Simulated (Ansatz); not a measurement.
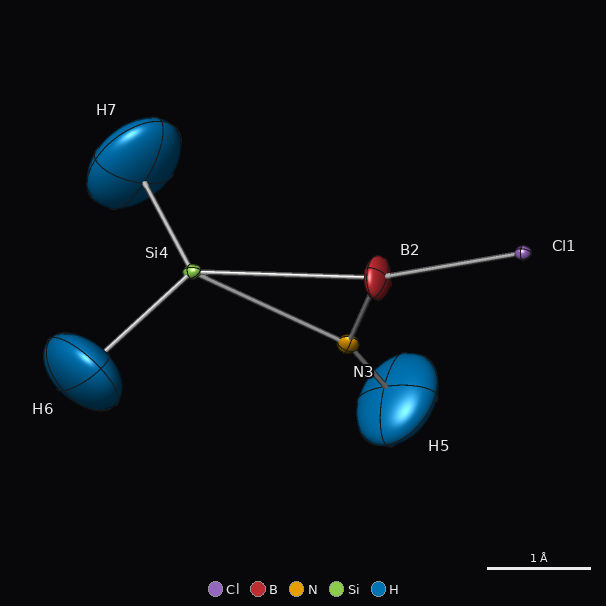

Displacement ellipsoids at the 50 % level, enlarged 2 times, from the internal vibrations of the free molecule (harmonic, no overall translation or rotation; no half-axis is drawn under 0.075 Å). Vibrations computed with RKS PBE0-D4/def2-TZVP (Ansatz 0.2.0). Temperature: 200 K.

Give the displacement parameters, one line for each set of equivalent atoms.

| atom | U_eq (Å²) | rms amplitudes (Å) |
| --- | --- | --- |
| Cl1 | 0.00041 | 0.014, 0.018, 0.027 |
| B2 | 0.0034 | 0.035, 0.059, 0.075 |
| N3 | 0.0013 | 0.023, 0.034, 0.047 |
| Si4 | 0.00056 | 0.012, 0.019, 0.034 |
| H5 | 0.0187 | 0.077, 0.147, 0.170 |
| H6, H7 | 0.0217 | 0.088, 0.146, 0.190 |
